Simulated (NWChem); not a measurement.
# C2H3B (SMILES BC#C) at B3LYP/def2-TZVP (density fitting with ahlrichs coulomb fitting)

Aim: the vertical ionisation energy of C2H3B at B3LYP/def2-TZVP (density fitting with ahlrichs coulomb fitting), from 2 runs. 

The calculation is run with NWChem 7.3.0.

## (1) The system as given

C2H3B: 6 atoms, total charge 0, spin state singlet. SMILES: `BC#C`. Geometry: relaxed at PBE0-D4/def2-TZVP.

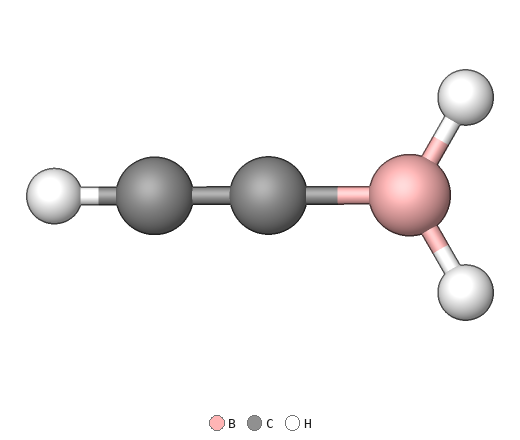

The structure, seen from a chosen angle (boron pink, carbon grey, hydrogen white).

## (2) A single-point energy at B3LYP/def2-TZVP (density fitting with ahlrichs coulomb fitting)

run.nw reads:

```
start run
title "C2H3B"
memory stack 880 mb heap 220 mb global 1100 mb
geometry units angstroms noautosym nocenter noautoz
   B       -0.830400       0.647300      -0.394300
   C        0.278600      -0.224100       0.117900
   C        1.172700      -0.926600       0.530500
   H       -1.756200       0.156700      -0.965700
   H       -0.783300       1.828200      -0.228600
   H        1.960800      -1.545600       0.894000
end
basis spherical bse
   * library def2-TZVP
end
basis "cd basis" spherical
   * library "ahlrichs coulomb fitting"
end
dft
   xc b3lyp
   grid fine
   convergence energy 1e-08
   maxiter 100
   mulliken
   noprint "final vectors analysis"
end
task dft energy
```

The run is started by

```console
$ nwchem run.nw > run.out
```

The program printed:

```text
[...]
          Wavefunction type:  closed shell.
          No. of atoms     :     6
          No. of electrons :    20
[...]
          Charge           :     0
          Spin multiplicity:     1
[...]
          AO basis - number of functions:   111
[...]
              XC Information
              --------------
                         B3LYP Method XC Potential
                     Hartree-Fock (Exact) Exchange  0.200
                        Slater Exchange Functional  0.800 local
                    Becke 1988 Exchange Functional  0.720 non-local
              Lee-Yang-Parr Correlation Functional  0.810
                  VWN I RPA Correlation Functional  0.190 local
[...]
 d= 0,ls=0.0,diis     1   -102.7853305383 -1.50D+02  8.83D-03  3.75D-01     4.2
[...]
 d= 0,ls=0.0,diis    10   -102.8259638496 -1.88D-09  1.19D-07  1.97D-10    29.5
         Total DFT energy =     -102.825963849613
      One electron energy =     -228.991740312570
           Coulomb energy =       95.382436289319
    Exchange-Corr. energy =      -15.954786355614
 Nuclear repulsion energy =       46.738126529251
[...]
      Total Density - Mulliken Population Analysis
     ---------------------------------------------
    Atom       Charge   Shell Charges
 -----------   ------   -------------------------------------------------------
    1 B    5     5.02   0.91  1.06  0.54  0.49  0.06  0.99  0.77  0.11  0.03  0.05  0.01
    2 C    6     6.00   0.86  1.11  0.60  0.32  0.09  1.30  1.35  0.32  0.01  0.04  0.01
    3 C    6     6.19   0.86  1.12  0.59  0.42  0.12  1.30  1.25  0.52  0.01  0.02  0.01
    4 H    1     0.99   0.27  0.49  0.22  0.01
    5 H    1     0.99   0.27  0.49  0.22  0.01
    6 H    1     0.81   0.27  0.45  0.07  0.02
[...]
```

Run time: 30 s. Hardware: 1 thread of Intel Xeon Platinum 8259CL at 2.50GHz (Skylake/Cascade Lake), shared host; peak memory 0.13 GiB.

## (3) The doublet cation at the same level

c2h3b.nw reads:

```
start c2h3b
memory 2200 mb
charge 1

geometry units atomic noautosym nocenter noautoz
  B  -1.56922857  1.22321972 -0.74511901
  C   0.52647770 -0.42348762  0.22279871
  C   2.21608183 -1.75102023  1.00249971
  H  -3.31873702  0.29612008 -1.82490852
  H  -1.48022247  3.45479730 -0.43199139
  H   3.70537499 -2.92076070  1.68941516
end

basis spherical bse
  B library def2-TZVP
  C library def2-TZVP
  H library def2-TZVP
end

basis "cd basis" spherical
  B library "ahlrichs coulomb fitting"
  C library "ahlrichs coulomb fitting"
  H library "ahlrichs coulomb fitting"
end

dft
  xc b3lyp
  mult 2
  grid fine
  convergence energy 1e-08
  maxiter 100
  mulliken
  noprint "final vectors analysis"
end

task dft energy
```

The run is started by

```console
$ nwchem c2h3b.nw > c2h3b.out
```

The program printed:

```text
[...]
          Wavefunction type:  spin polarized.
          No. of atoms     :     6
          No. of electrons :    19
[...]
          Charge           :     1
          Spin multiplicity:     2
[...]
          AO basis - number of functions:   111
[...]
              XC Information
              --------------
                         B3LYP Method XC Potential
                     Hartree-Fock (Exact) Exchange  0.200
                        Slater Exchange Functional  0.800 local
                    Becke 1988 Exchange Functional  0.720 non-local
              Lee-Yang-Parr Correlation Functional  0.810
                  VWN I RPA Correlation Functional  0.190 local
[...]
 d= 0,ls=0.0,diis     1   -102.3000804580 -1.49D+02  6.25D-03  2.61D-01     4.8
[...]
 d= 0,ls=0.0,diis    14   -102.4399250693 -1.52D-09  1.15D-07  4.13D-11    54.3
[...]
         Total DFT energy =     -102.439925069303
      One electron energy =     -223.277403606052
           Coulomb energy =       89.746819223662
    Exchange-Corr. energy =      -15.647463816694
 Nuclear repulsion energy =       46.738123129781
[...]
      Total Density - Mulliken Population Analysis
     ---------------------------------------------
    Atom       Charge   Shell Charges
 -----------   ------   -------------------------------------------------------
    1 B    5     4.92   0.91  1.06  0.57  0.53  0.03  0.96  0.74  0.04  0.03  0.03  0.01
    2 C    6     5.83   0.86  1.11  0.62  0.35  0.07  1.26  1.27  0.24  0.01  0.03  0.01
    3 C    6     5.87   0.86  1.11  0.62  0.49  0.10  1.24  1.15  0.26  0.01  0.03  0.01
    4 H    1     0.84   0.25  0.45  0.13  0.01
    5 H    1     0.84   0.25  0.45  0.13  0.01
    6 H    1     0.70   0.26  0.40  0.02  0.02
[...]
      <S2> =      0.7553 (Exact =     0.7500)
[...]
```

It took 55 s on 1 thread of Intel Xeon Platinum 8259CL at 2.50GHz (Skylake/Cascade Lake), shared host; peak memory 0.13 GiB.

## (4) Summary of results

Level: B3LYP/def2-TZVP (density fitting with ahlrichs coulomb fitting).

```
                                          quantity          value
                       singlet C2H3B: total energy  -102.82596 Eh
                      singlet C2H3B: dipole moment         1.01 D
                      doublet cation: total energy  -102.43993 Eh
                              doublet cation: ⟨S²⟩          0.755
vertical ionisation energy (to the doublet cation)      10.505 eV
```

In words: The vertical ionisation energy comes to 10.50 eV (242 kcal/mol). Mulliken charges (doublet cation) run from +0.08 on B1 to +0.30 on H6.
